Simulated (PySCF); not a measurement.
The calculation's input:

```
{"job": {"kind": "uv", "xc": "PBE0", "basis": "def2-SVPD", "nstates": 6, "ntriplets": 2}, "charge": 0, "multiplicity": 1}
C     -2.491371    -0.730348    -0.075626
C     -1.354286    -0.130745     0.224960
C     -0.076935    -0.312584    -0.517600
C      1.112722    -0.704969     0.389395
C      1.677068     0.716358     0.259981
C      0.647521     1.014396    -0.838604
H     -2.569809    -1.411951    -0.907153
H     -3.391154    -0.569539     0.493856
H     -1.302025     0.548011     1.066773
H     -0.233096    -0.968880    -1.375276
H      1.750368    -1.463495    -0.059165
H      0.843052    -1.021361     1.394963
H      2.720673     0.785579    -0.039690
H      1.531710     1.316482     1.155883
H      1.077317     1.028068    -1.837725
H      0.050648     1.913923    -0.701152
```

Launched as:

```sh
OMP_NUM_THREADS=1 python probes_run.py task.json out
```

Geometry: GFN2-xTB.

The calculation used PBE0/def2-SVPD, SCF density, gas phase (PySCF).

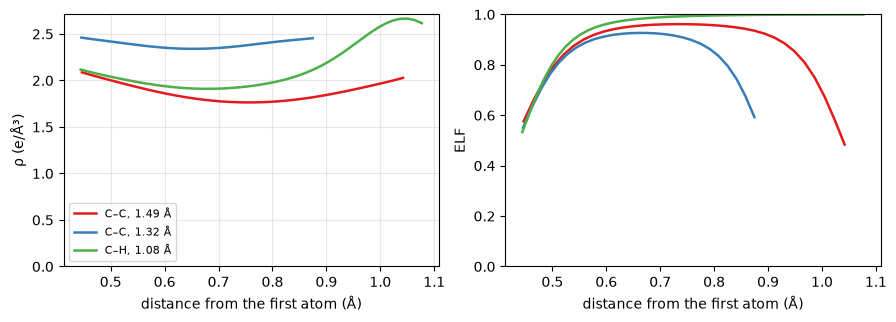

C6H10 (SMILES C=CC1CCC1). Total electron density and ELF along straight lines between neighbouring atoms. The curves leave out the atomic cores.

**Compare the contacts.**

C–C (1.49 Å): ρ is about 1.8 e/Å³ halfway; the ELF peaks at about 0.95 between the atoms (a covalent bond).
C–C (1.32 Å): ρ is about 2.3 e/Å³ halfway; the ELF peaks at about 0.95 between the atoms (a short, multiple covalent bond).
C–H (1.08 Å): ρ at the midpoint is about 2 e/Å³; the ELF climbs to about 1 towards the hydrogen, as it does in any bond to H (an ordinary covalent bond to hydrogen).
